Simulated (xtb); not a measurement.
C$_{2}$H$_{8}$PSi$_{2}$: geometry relaxation (part 3 of 3)

Continued. System: C$_{2}$H$_{8}$PSi$_{2}$, multiplicity 2, SMILES C=C[SiH][SiH2]P. Method: GFN2-xTB (xtb 6.7.1). 

Geometry of the input (Å):
```
C  -1.7411  -0.0713  1.5437
C  -0.7491  -1.0093  1.6371
Si 1.0455  -1.0128  0.8649
Si 1.5047  0.0833  -1.1034
P  -0.0153  1.7823  -1.2978
H  -1.5557  0.7405  0.7000
H  -2.6057  -0.1191  1.8703
H  -0.9746  -1.6886  2.4295
H  1.6056  -2.3180  1.0324
H  2.8085  0.8405  -0.9563
H  1.5525  -0.7007  -2.4047
H  0.3563  2.2860  -2.5569
H  -0.9773  1.0145  -1.9947
```

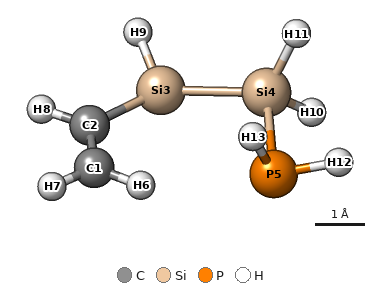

**Figure 1.** The geometry at step 4 of the log (ball-and-stick view, seen at a tilt; atoms are numbered from 1 in the order of the input).

The program's output, continued
```
         :::::::::::::::::::::::::::::::::::::::::::::::::::::
         ::                     SUMMARY                     ::
         :::::::::::::::::::::::::::::::::::::::::::::::::::::
         :: total energy             -14.231776160330 Eh    ::
         :: gradient norm              0.000965305974 Eh/a0 ::
         :: HOMO-LUMO gap              1.886020185473 eV    ::
         ::.................................................::
         :: SCC energy               -14.411136667393 Eh    ::
         :: -> isotropic ES            0.023833194496 Eh    ::
         :: -> anisotropic ES         -0.009311475390 Eh    ::
         :: -> anisotropic XC          0.004858439678 Eh    ::
         :: -> dispersion             -0.010734013097 Eh    ::
         :: repulsion energy           0.179360507062 Eh    ::
         :: add. restraining           0.000000000000 Eh    ::
         :: total charge               0.000000000000 e     ::
         :::::::::::::::::::::::::::::::::::::::::::::::::::::

           -------------------------------------------------
          |                Property Printout                |
           -------------------------------------------------

    * Orbital Energies and Occupations

         #    Occupation            Energy/Eh            Energy/eV
      -------------------------------------------------------------
         1        2.0000           -0.7633818             -20.7727
       ...           ...                  ...                  ...
         3        2.0000           -0.6174323             -16.8012
         4        2.0000           -0.5927681             -16.1300
         5        2.0000           -0.5326956             -14.4954
         6        2.0000           -0.4921879             -13.3931
         7        2.0000           -0.4634330             -12.6107
         8        2.0000           -0.4523672             -12.3095
         9        2.0000           -0.4444397             -12.0938
        10        2.0000           -0.4287015             -11.6656
        11        2.0000           -0.4174619             -11.3597
        12        2.0000           -0.4130808             -11.2405
        13        2.0000           -0.3892998             -10.5934
        14        2.0000           -0.3722898             -10.1305
        15        1.0000           -0.2949701              -8.0265 (HOMO)
        16                         -0.2256601              -6.1405 (LUMO)
        17                         -0.2153677              -5.8605
        18                         -0.1972308              -5.3669
        19                         -0.1916343              -5.2146
        20                         -0.1852531              -5.0410
        21                         -0.1625229              -4.4225
        22                         -0.1365068              -3.7145
        23                         -0.1308475              -3.5605
        24                         -0.0969862              -2.6391
        25                         -0.0816031              -2.2205
        26                         -0.0645690              -1.7570
       ...                                ...                  ...
        43                          1.1662167              31.7344
      -------------------------------------------------------------
                  HL-Gap            0.0693100 Eh            1.8860 eV
             Fermi-level           -0.2969725 Eh           -8.0810 eV

     #   Z          covCN         q      C6AA      α(0)
     1   6 C        2.852    -0.083    30.068     8.987
     2   6 C        2.786    -0.122    31.092     9.134
     3  14 Si       2.769     0.317   182.821    29.690
     4  14 Si       3.708     0.386    99.978    19.147
     5  15 P        2.884    -0.409   179.919    24.103
     6   1 H        0.926     0.039     2.466     2.456
     7   1 H        0.926     0.036     2.505     2.475
     8   1 H        0.925     0.046     2.371     2.408
     9   1 H        0.917    -0.083     5.013     3.502
    10   1 H        0.915    -0.100     5.562     3.689
    11   1 H        0.914    -0.074     4.735     3.404
    12   1 H        0.977     0.040     2.446     2.444
    13   1 H        0.977     0.008     2.916     2.669

 Mol. C6AA /au·bohr⁶  :       3882.363561
 Mol. C8AA /au·bohr⁸  :     165573.774788
 Mol. α(0) /au        :        114.105536

Wiberg/Mayer (AO) data.
largest (>0.10) Wiberg bond orders for each atom

 ---------------------------------------------------------------------------
     #   Z sym  total        # sym  WBO       # sym  WBO       # sym  WBO
 ---------------------------------------------------------------------------
     1   6 C    3.975 --     2 C    1.870     7 H    0.974     6 H    0.961
                             3 Si   0.116
     2   6 C    3.983 --     1 C    1.870     3 Si   1.037     8 H    0.959
     3  14 Si   3.168 --     2 C    1.037     4 Si   0.979     9 H    0.879
                             1 C    0.116
     4  14 Si   3.770 --     3 Si   0.979     5 P    0.890    10 H    0.874
                            11 H    0.867
     5  15 P    3.064 --    13 H    0.990    12 H    0.986     4 Si   0.890
     6   1 H    0.999 --     1 C    0.961
     7   1 H    0.999 --     1 C    0.974
     8   1 H    0.997 --     2 C    0.959
     9   1 H    0.993 --     3 Si   0.879
    10   1 H    0.990 --     4 Si   0.874
    11   1 H    0.994 --     4 Si   0.867
    12   1 H    0.998 --     5 P    0.986
    13   1 H    1.000 --     5 P    0.990
 ---------------------------------------------------------------------------

Topologies differ in total number of bonds
Writing topology from bond orders to xtbtopo.mol

molecular dipole:
                 x           y           z       tot (Debye)
 q only:        0.751      -1.275       0.632
   full:        0.365      -0.743      -0.167       2.146
molecular quadrupole (traceless):
                xx          xy          yy          xz          yz          zz
 q only:        3.263      -0.471      -3.860      -0.009       3.306       0.597
  q+dip:        1.564       1.191      -4.799      -2.476       0.843       3.235
   full:        2.314       1.067      -4.509      -0.887       1.155       2.195

           -------------------------------------------------
          |                Geometry Summary                 |
           -------------------------------------------------

      molecular mass/u    :      119.2297572
   center of mass at/Å    :        0.3204934       0.1478040      -0.1118581
  moments of inertia/u·Å² :        0.1637901E+03   0.3209891E+03   0.4726877E+03
rotational constants/cm⁻¹ :        0.1029222E+00   0.5251777E-01   0.3566336E-01

 * 12 selected distances

     #   Z          #   Z                                           value/Å
     1   6 C        2   6 C                                       1.3363689
     2   6 C        3  14 Si                                      1.8584466
     3  14 Si       4  14 Si                                      2.2836685 (max)
     4  14 Si       5  15 P                                       2.2431972
     1   6 C        6   1 H                                       1.0807476
     1   6 C        7   1 H                                       1.0780219 (min)
     2   6 C        8   1 H                                       1.0855181
     3  14 Si       9   1 H                                       1.4686945
     4  14 Si      10   1 H                                       1.4741274
     4  14 Si      11   1 H                                       1.4779496
     5  15 P       12   1 H                                       1.3781108
     5  15 P       13   1 H                                       1.3799497

 * 7 distinct bonds (by element types)

   Z      Z             #   av. dist./Å        max./Å        min./Å
   1 H    6 C           3     1.0814292     1.0855181     1.0780219
   6 C    6 C           1     1.3363689     1.3363689     1.3363689
   1 H   14 Si          3     1.4735905     1.4779496     1.4686945
   6 C   14 Si          1     1.8584466     1.8584466     1.8584466
  14 Si  14 Si          1     2.2836685     2.2836685     2.2836685
   1 H   15 P           2     1.3790302     1.3799497     1.3781108
  14 Si  15 P           1     2.2431972     2.2431972     2.2431972

optimized geometry written to: xtbopt.xyz

           -------------------------------------------------
          | TOTAL ENERGY              -14.231776160330 Eh   |
          | GRADIENT NORM               0.000965305974 Eh/α |
          | HOMO-LUMO GAP               1.886020185473 eV   |
           -------------------------------------------------

------------------------------------------------------------------------
------------------------------------------------------------------------
 total:
 *  cpu-time:     0 d,  0 h,  0 min,  0.233 sec
 * ratio c/w:     0.896 speedup
 SCF:
 *  cpu-time:     0 d,  0 h,  0 min,  0.026 sec
 * ratio c/w:     0.927 speedup
 ANC optimizer:
 *  cpu-time:     0 d,  0 h,  0 min,  0.185 sec
 * ratio c/w:     0.924 speedup
```

File xtbopt.xyz
```
13
 energy: -14.231776160330 gnorm: 0.000965305974 xtb: 6.7.1
C           -1.67262324045140       -0.08100481860728        1.41212941083342
C           -0.71870740765605       -0.98655527960939        1.64857066986517
Si           0.95028175597983       -0.99877188338388        0.83116685828363
Si           1.45746345305592        0.11856495561579       -1.09483050154503
P           -0.03098026199920        1.78125550611366       -1.32270765798576
H           -1.54154739488293        0.70243767978221        0.67929097924879
H           -2.61737500506708       -0.08605113703150        1.93131116896850
H           -0.90851577912848       -1.73829339881307        2.40831528201651
H            1.58407519770830       -2.29938445529518        1.08370584354514
H            2.75171513430071        0.81271701580459       -0.96787884814403
H            1.53832275024187       -0.61746050220132       -2.37391721255345
H            0.45679182724341        2.21405648574575       -2.53677133182382
H           -0.99476102934489        1.00570983187962       -1.93419466070906
```

Standard error
```
normal termination of xtb
```

Trajectory as extended XYZ (Å, eV, eV/Å), 9 frames, from step=0 to step=8
```
13
Properties=species:S:1:pos:R:3 step=0 energy=-386.23057
C    -1.7411   -0.0713    1.5437
C    -0.7491   -1.0093    1.6371
Si    1.0455   -1.0128    0.8649
Si    1.5047    0.0833   -1.1034
P    -0.0153    1.7823   -1.2978
H    -1.5557    0.7405    0.7000
H    -2.6057   -0.1191    1.8703
H    -0.9746   -1.6886    2.4295
H     1.6056   -2.3180    1.0324
H     2.8085    0.8405   -0.9563
H     1.5525   -0.7007   -2.4047
H     0.3563    2.2860   -2.5569
H    -0.9773    1.0145   -1.9947
13
Properties=species:S:1:pos:R:3 step=1 energy=-387.11614
C    -1.7151   -0.0917    1.4528
C    -0.7218   -0.9811    1.6544
Si    1.0305   -0.9972    0.8613
Si    1.4956    0.0961   -1.1058
P    -0.0318    1.7739   -1.3248
H    -1.5500    0.7393    0.7174
H    -2.6522   -0.0963    1.9261
H    -0.9597   -1.7192    2.4131
H     1.5999   -2.3263    1.0434
H     2.7922    0.8217   -0.9715
H     1.5623   -0.6771   -2.3850
H     0.3971    2.2882   -2.5462
H    -0.9926    0.9969   -1.9709
13
Properties=species:S:1:pos:R:3 step=2 energy=-387.23356
C    -1.6796   -0.0753    1.4370
C    -0.7286   -0.9833    1.6419
Si    0.9904   -0.9952    0.8504
Si    1.4787    0.1125   -1.0999
P    -0.0407    1.7813   -1.3272
H    -1.5783    0.6668    0.6695
H    -2.6234   -0.0583    1.9727
H    -0.9330   -1.7320    2.4052
H     1.5805   -2.3251    1.0630
H     2.7707    0.8136   -0.9804
H     1.5736   -0.6351   -2.3716
H     0.4307    2.2594   -2.5372
H    -0.9870    0.9979   -1.9594
13
Properties=species:S:1:pos:R:3 step=3 energy=-387.25032
C    -1.6821   -0.0962    1.3986
C    -0.7290   -0.9967    1.6376
Si    0.9661   -0.9982    0.8430
Si    1.4671    0.1172   -1.0967
P    -0.0446    1.7803   -1.3283
H    -1.5519    0.7095    0.7007
H    -2.6260   -0.0795    1.9406
H    -0.8932   -1.7156    2.4362
H     1.5671   -2.3239    1.0705
H     2.7564    0.8141   -0.9791
H     1.5584   -0.6134   -2.3728
H     0.4552    2.2337   -2.5328
H    -0.9894    0.9958   -1.9533
13
Properties=species:S:1:pos:R:3 step=4 energy=-387.26062
C    -1.6671   -0.0771    1.4153
C    -0.7049   -0.9681    1.6745
Si    0.9594   -0.9932    0.8444
Si    1.4587    0.1183   -1.0944
P    -0.0440    1.7794   -1.3274
H    -1.5397    0.7134    0.6900
H    -2.6264   -0.1002    1.9034
H    -0.8962   -1.7467    2.4118
H     1.5555   -2.3192    1.0756
H     2.7478    0.8169   -0.9756
H     1.5380   -0.6053   -2.3765
H     0.4670    2.2141   -2.5317
H    -0.9940    0.9949   -1.9451
13
Properties=species:S:1:pos:R:3 step=5 energy=-387.26515
C    -1.6697   -0.0805    1.4160
C    -0.7152   -0.9810    1.6565
Si    0.9598   -0.9950    0.8428
Si    1.4615    0.1180   -1.0937
P    -0.0380    1.7820   -1.3246
H    -1.5421    0.7029    0.6814
H    -2.6234   -0.0922    1.9208
H    -0.8988   -1.7338    2.4158
H     1.5630   -2.3157    1.0748
H     2.7532    0.8173   -0.9702
H     1.5386   -0.6115   -2.3763
H     0.4565    2.2168   -2.5347
H    -0.9912    0.9999   -1.9446
13
Properties=species:S:1:pos:R:3 step=6 energy=-387.26579
C    -1.6719   -0.0830    1.4112
C    -0.7163   -0.9835    1.6531
Si    0.9589   -0.9944    0.8418
Si    1.4603    0.1180   -1.0934
P    -0.0369    1.7813   -1.3250
H    -1.5422    0.7015    0.6785
H    -2.6202   -0.0876    1.9291
H    -0.9024   -1.7348    2.4130
H     1.5682   -2.3108    1.0764
H     2.7535    0.8156   -0.9700
H     1.5395   -0.6138   -2.3753
H     0.4581    2.2182   -2.5346
H    -0.9946    1.0006   -1.9407
13
Properties=species:S:1:pos:R:3 step=7 energy=-387.26623
C    -1.6720   -0.0823    1.4112
C    -0.7175   -0.9852    1.6509
Si    0.9550   -0.9960    0.8377
Si    1.4581    0.1183   -1.0938
P    -0.0351    1.7813   -1.3242
H    -1.5399    0.7010    0.6789
H    -2.6194   -0.0874    1.9285
H    -0.9044   -1.7349    2.4123
H     1.5747   -2.3060    1.0793
H     2.7525    0.8135   -0.9695
H     1.5397   -0.6149   -2.3747
H     0.4587    2.2169   -2.5350
H    -0.9962    1.0029   -1.9374
13
Properties=species:S:1:pos:R:3 step=8 energy=-387.26636
C    -1.6726   -0.0810    1.4121
C    -0.7187   -0.9866    1.6486
Si    0.9503   -0.9988    0.8312
Si    1.4575    0.1186   -1.0948
P    -0.0310    1.7813   -1.3227
H    -1.5415    0.7024    0.6793
H    -2.6174   -0.0861    1.9313
H    -0.9085   -1.7383    2.4083
H     1.5841   -2.2994    1.0837
H     2.7517    0.8127   -0.9679
H     1.5383   -0.6175   -2.3739
H     0.4568    2.2141   -2.5368
H    -0.9948    1.0057   -1.9342
```

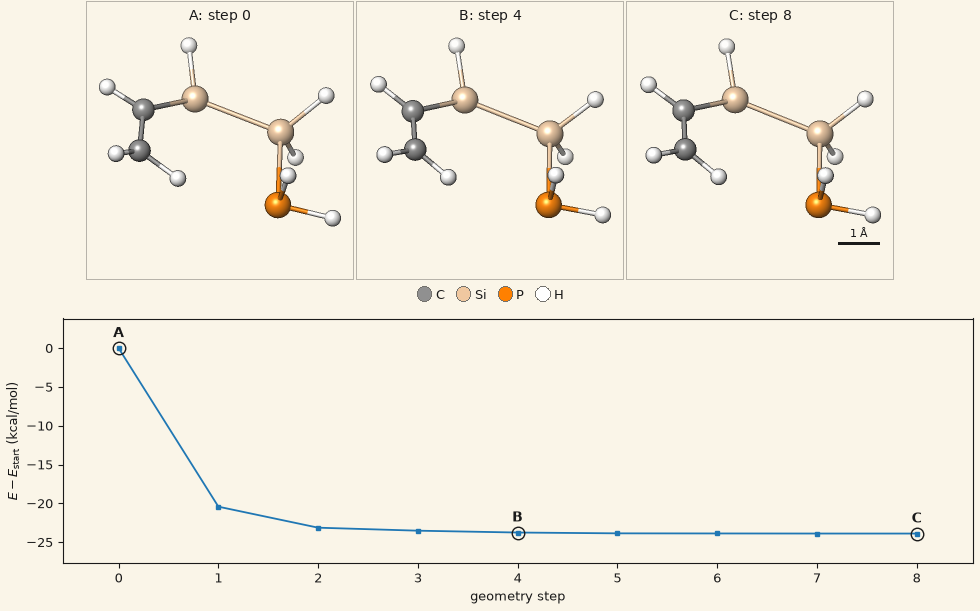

**Figure 2.** Frames of the relaxation (ball-and-stick view, seen at a tilt) above the curves, on which the letters mark them (steps are counted from 0).

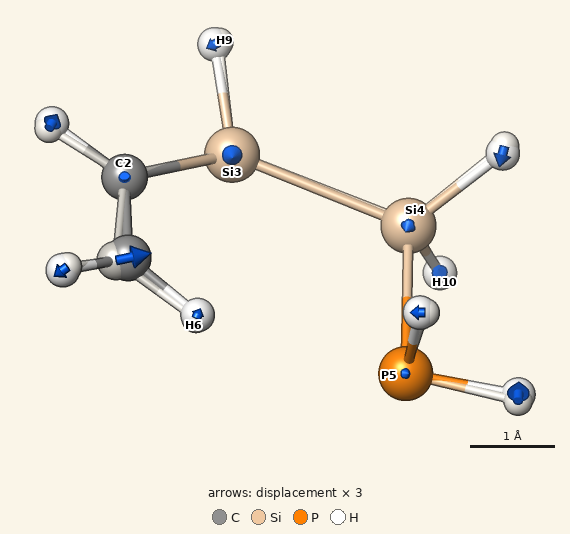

**Figure 3.** Start (faint) and end (solid) with the displacements as blue arrows, magnified 3 times (ball-and-stick view, seen at a tilt). The two geometries are laid on each other by the best rigid fit. The atom that moves furthest after the best rigid fit is C1 (0.15 Å). Largest moves by element: C 0.15 Å, H 0.13 Å, Si 0.10 Å, P 0.03 Å. Among the contacts that change: C1–H7 0.925 → 1.078 Å, C1–H6 1.185 → 1.081 Å, C2–Si3 1.954 → 1.858 Å, Si4–P5 2.288 → 2.243 Å. Among the angles that change: C1–C2–H8 109.5° → 117.9°, C2–C1–H6 113.9° → 121.6°, H12–P5–H13 86.2° → 91.9°. After 8 geometry steps the energy has fallen by 23.9 kcal/mol. (Atoms are counted from 1 in the order of the input.)

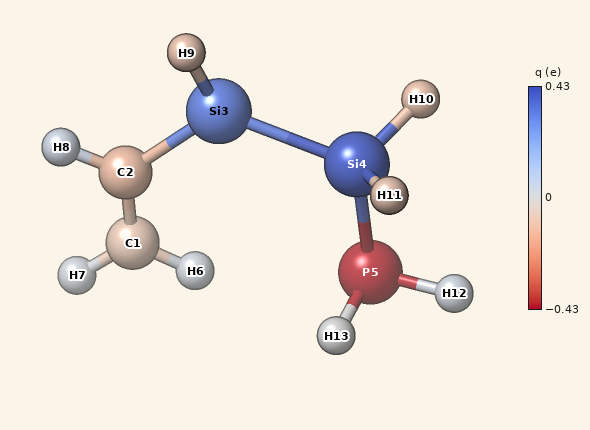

**Figure 4.** Mulliken charges, as the colour of each atom (ball-and-stick view, seen at a tilt; atoms are numbered from 1 in the order of the input). By element: C −0.12 to −0.08, Si +0.32 to +0.39, P −0.41 and H −0.10 to +0.05 e.

Summary

```json
{"quantity": "outcome", "value": "converged"}
{"quantity": "electrons treated", "value": "29"}
{"quantity": "total energy", "value": "−14.231776 hartree"}
{"quantity": "dispersion energy", "value": "−0.010734 hartree"}
{"quantity": "basis functions", "value": "46"}
{"quantity": "dipole moment", "value": "2.15 D"}
{"quantity": "hardware", "value": "1 thread of Intel Xeon @ 2.50GHz (Skylake/Cascade Lake), 189 GiB of memory available, shared host"}
{"quantity": "peak memory", "value": "0.071 GiB"}
```

Remarks

Settings chosen away from the usual ones: method = gfn2-xtb; task = optimise; x = {"model_hessian": "lindh"}; opt_level = normal; partner = base. The record of the run, not the program, notes: no spin polarisation: high-spin states lie too high.
